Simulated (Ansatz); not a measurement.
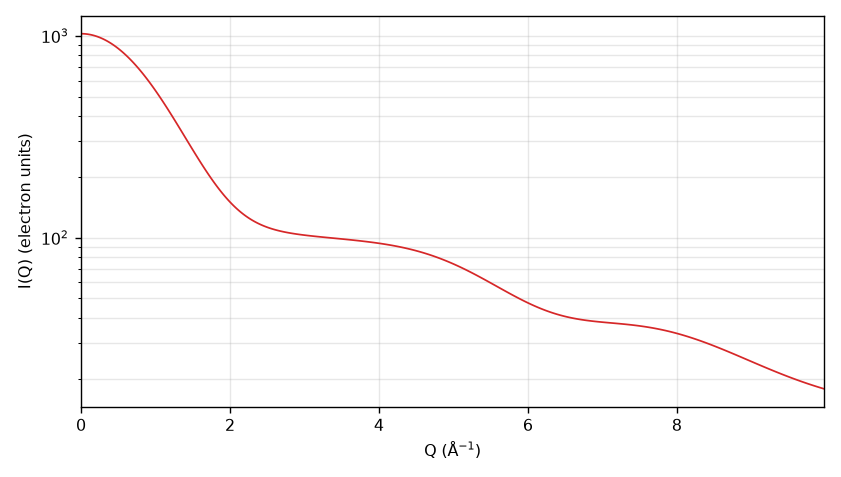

Elastic X-ray scattering of a randomly oriented, rigid molecule, calculated with the Debye equation from neutral-atom form factors (independent atoms, no Compton part, no vibration). The geometry is the end point of an optimisation (RKS PBE-D4/def2-SVP in Ansatz); it may be a saddle point or a higher isomer. It contains N, Si, O, H.

How many electrons does the independent-atom model of the molecule hold?

I(0) is the square of the electron number: I(0) = 1020, so about 32 electrons, the count of H3NOSi.

What radius of gyration does the initial fall-off give?

From I(Q) ≈ I(0) exp(−Q²R²/3) at small Q, R ≈ 1.43 Å. It is larger than the electron-weighted radius of the nuclear positions alone (1.22 Å), because each atom's electron cloud adds to it.
